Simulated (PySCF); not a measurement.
B(Et)(Vi)(OEt), SMILES C=CB(CC)OCC (C₆H₁₃BO), singlet at its GFN2-xTB optimised geometry (Å):

```
21

B     -0.1047     0.2713     0.0000
C     -0.8073     1.7112     0.0000
C     -1.9961     1.8263    -0.9573
H     -0.0797     2.4885    -0.2379
H     -1.1632     1.9213     1.0126
H     -2.7513     1.0804    -0.7204
H     -1.6739     1.6643    -1.9833
H     -2.4527     2.8124    -0.8938
C     -1.0107    -1.0215     0.0251
C     -1.0473    -1.9675    -0.9032
H     -1.6969    -1.1166     0.8619
H     -1.7185    -2.8124    -0.8542
H     -0.4152    -1.9274    -1.7773
O      1.2276     0.2713     0.0000
C      2.0671    -0.8595     0.0747
C      2.8585    -0.8349     1.3777
H      1.4789    -1.7823     0.0080
H      2.7513    -0.8112    -0.7806
H      2.1798    -0.8952     2.2252
H      3.5443    -1.6770     1.4117
H      3.4251     0.0896     1.4526
```

Level of theory: PBE0/def2-SVP (PySCF).

Map of the deformation density (molecule minus spherical neutral atoms) (e/bohr³) on the plane z = 1.0 Å:

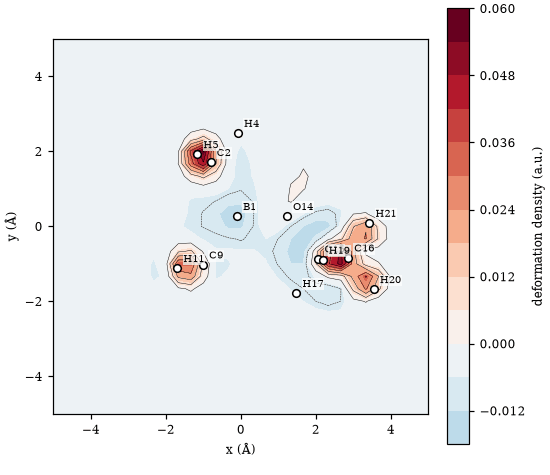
*Deformation density (molecule minus spherical neutral atoms) (e/bohr³) on the plane z = 1.0 Å.*
